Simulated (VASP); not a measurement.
Band structure of KMgF$_{3}$ (cubic perovskite). These are PW91 GGA, VASP's PBE PAW potentials (set 64) (plane waves; VASP 6.6.1) values and carry that method's errors.

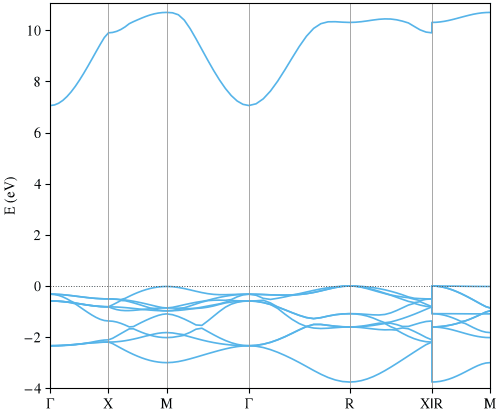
*Bands along high-symmetry lines, zero at the valence-band maximum or, without a gap, the Fermi level*

Q: Read the plot: is there a gap, and where are the band edges?

A: The gap is indirect, 7.06 eV, from the valence maximum at R to the conduction minimum at Γ. (Edges off the drawn lines would not show.)

Measured: gap 12.40 eV (computed value off by -5.34 eV), as given by M. Sahnoun et al., Materials Chemistry and Physics (2004), doi:10.1016/j.matchemphys.2004.11.019.

The compound is KMgF3 in the cubic perovskite structure. It was relaxed first.
